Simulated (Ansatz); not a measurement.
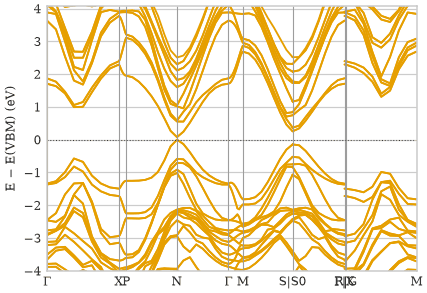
Figure. Band structure from plane-wave PAW r²SCAN with spin–orbit coupling (Ansatz code)

Read off the gap and where the band edges lie.

About 0.1 eV (0.08 eV by a search for the band edges); maximum at N, minimum at N.

The material is SnPb$_{4}$S$_{5}$ in space group I4/mmm (No. 139; Pearson symbol tI20).

The workflow started from a Materials Project entry (that database holds measured and hypothetical structures alike); the Crystallography Open Database copy checked does not list it. Whether it is the stable phase at ambient conditions was not checked. The cell was relaxed with r²SCAN under the symmetry of its start; its stability against distortions is not shown here.

Potentials: the later of the program's two PAW sets.
